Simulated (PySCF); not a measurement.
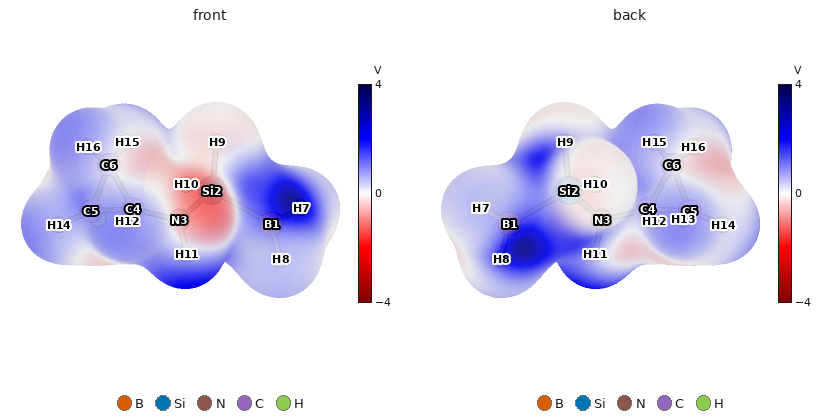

*C$_{3}$H$_{10}$BNSi. The molecular electrostatic potential painted on the density surface at 0.004 e/bohr³, seen from the front and from behind; red is negative and blue positive.*

Geometry: GFN2-xTB.

The calculation used B3LYP/def2-SVPD, SCF density, gas phase (PySCF).

Input file:

```
{"job": {"kind": "uv", "xc": "B3LYP", "basis": "def2-SVPD", "nstates": 8, "ntriplets": 3}, "charge": 0, "multiplicity": 1}
B      3.106565    -0.056743    -0.677499
Si     1.439440    -0.108409     0.330849
N      0.134254    -0.269079    -0.790371
C     -1.258875    -0.313396    -0.509290
C     -1.977868     0.859691     0.104850
C     -1.767549    -0.401147     0.890931
H      4.126808    -0.047521    -0.107054
H      3.157862    -0.034189    -1.845848
H      1.308117    -1.261217     1.249356
H      1.258031     1.064448     1.231856
H      0.299202     0.043556    -1.735853
H     -1.812063    -0.871237    -1.261869
H     -1.382732     1.717380     0.376709
H     -2.972437     1.099277    -0.239841
H     -1.047700    -0.375733     1.691040
H     -2.618654    -1.036735     1.083072
```

Command:

```sh
OMP_NUM_THREADS=1 python probes_run.py task.json out
```

Q: Where is the surface potential most negative and most positive?

A: The most negative region (about −1.2 V, or −28 kcal/mol for a unit charge) lies over N3, the most positive (about +3.0 V, or +69 kcal/mol for a unit charge) over B1. N3 is the likeliest acceptor of a hydrogen bond.

Q: What dipole moment does the calculation give?

A: Its dipole moment is 0.95 D.
